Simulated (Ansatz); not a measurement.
**BH2Cl (SMILES BCl): MP2/def2-TZVP**

What is the vertical singlet–triplet gap of BH2Cl at MP2/def2-TZVP? 

Program for the calculation: Ansatz 0.2.0.

44 further runs of the same task are left out: 44 set aside as unsound or not needed.

## (1) The molecule

BH2Cl: 4 atoms, total charge 0, spin state singlet. As SMILES, `BCl`. The shape is that of a PBE0-D4/def2-TZVP optimisation.

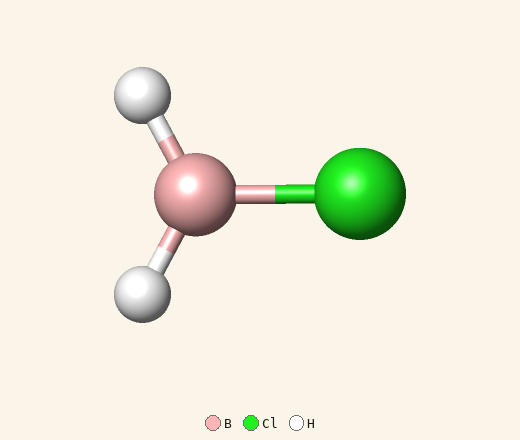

Viewed from a chosen angle; boron pink, chlorine green, hydrogen white.

## (2) The energy at MP2/def2-TZVP

Input file run.yaml:

```yaml
crystal:
  periodic: [false, false, false]
  atoms:
    - symbol: B
      position_ang: [-0.116700, 0.021700, -0.075300]
    - symbol: Cl
      position_ang: [1.365000, -0.395300, 0.721200]
    - symbol: H
      position_ang: [-1.106200, -0.559500, 0.240400]
    - symbol: H
      position_ang: [-0.086600, 0.872800, -0.906600]
basis:
  gaussian:
    orbitals: def2-TZVP
correlation:
  method: mp2
  frozen_orbitals: {B: 1, Cl: 5, H: 0}
accuracy: high
```

Launch:

```sh
$ ansatz run run.yaml --threads 1 --pin off --max-ram 3480MiB --events-out events.jsonl --progress --plain --runs-dir runs
```

Standard output:

```text
Warning: RAYON_NUM_THREADS=1 ignored (pool sized by the plan → 1); use --threads N
Functional definition: HF
  name "HF"
  exchange = exact_x
  correlation = 0
1294 factors; integrals over basis functions are off by at most 4.0e-9 eV
mean field evaluation 1: about -13207.5536 eV, gradient 1.1e1 eV
mean field evaluation 2: about -13207.5564 eV, gradient 1.1e1 eV
mean field evaluation 4: about -13208.1269 eV, gradient 1.5e0 eV
mean field evaluation 8: about -13208.1350 eV, gradient 4.2e-4 eV
mean field -13208.13498588 eV, -485.3900079357 hartree, gradient 1.2e-8 eV, S^2 0.000000; 0 other end points of the search recorded, 0 dependent functions left out
6 core orbitals not correlated: weight in the atoms' cores, before any rotation towards them, 1.000 or more for the frozen orbitals, at most 0.000 for the correlated occupied ones
reference -13208.13498588 eV, -485.3900079357 hartree; 6, 6 occupied and 68, 68 virtual orbitals, 1294 factors
second order -7.78649975 eV of doubles, -0.00000000 eV of singles
Total energy: -13215.92148563 eV, -485.6761565237 hartree
```

It took 1.1 s on 1 thread of Arm Neoverse V2, shared host; peak memory 0.13 GiB.

## (3) The triplet

Input file input.yaml:

```yaml
crystal:
  periodic: [false, false, false]
  atoms:
    - {symbol: B, position_ang: [-0.116700, 0.021700, -0.075300]}
    - {symbol: Cl, position_ang: [1.365000, -0.395300, 0.721200]}
    - {symbol: H, position_ang: [-1.106200, -0.559500, 0.240400]}
    - {symbol: H, position_ang: [-0.086600, 0.872800, -0.906600]}
basis:
  gaussian: {orbitals: def2-TZVP}
total_charge: 0
magnetization: {spin_polarized: true, initial_magnetization: 2}
correlation: {method: mp2, frozen_orbitals: {B: 1, Cl: 5, H: 0}}
accuracy: high
```

Launch:

```sh
$ ansatz run input.yaml --threads 1 --pin off --max-ram 3480MiB --events-out events.jsonl --progress --plain --runs-dir runs
```

Standard output, cut to the lines that bear on the results:

```text
Warning: RAYON_NUM_THREADS=1 ignored (pool sized by the plan → 1); use --threads N
[... 2 set-up lines as earlier in the session ...]
[...]
1294 factors; integrals over basis functions are off by at most 4.0e-9 eV
[...]
mean field -13202.99823450 eV, -485.2012358042 hartree, gradient 3.2e-8 eV, S^2 2.020844; 6 other end points of the search recorded, 0 dependent functions left out
6 core orbitals not correlated: weight in the atoms' cores, before any rotation towards them, 1.000 or more for the frozen orbitals, at most 0.000 for the correlated occupied ones
reference -13202.99823450 eV, -485.2012358042 hartree; 7, 5 occupied and 67, 69 virtual orbitals, 1294 factors
second order -7.60101440 eV of doubles, -0.00000000 eV of singles
Total energy: -13210.59924890 eV, -485.4805679311 hartree
```

Wall time 2.4 s (1 thread of Arm Neoverse V2, shared host); peak memory 0.16 GiB.

## (4) Results

At MP2/def2-TZVP, 6 core orbitals frozen:

| quantity | value |
| --- | --- |
| singlet: total energy | -485.67616 Eh |
| singlet: correlation energy (6 core orbitals frozen) | -286.1 mEh |
| triplet: total energy | -485.48057 Eh |
| triplet: correlation energy (6 core orbitals frozen) | -279.3 mEh |
| triplet: ⟨S²⟩ of the reference determinant | 2.021 |
| vertical energy of the triplet above the singlet | 5.322 eV |

At this shape the triplet lies 5.32 eV (123 kcal/mol) above the singlet.
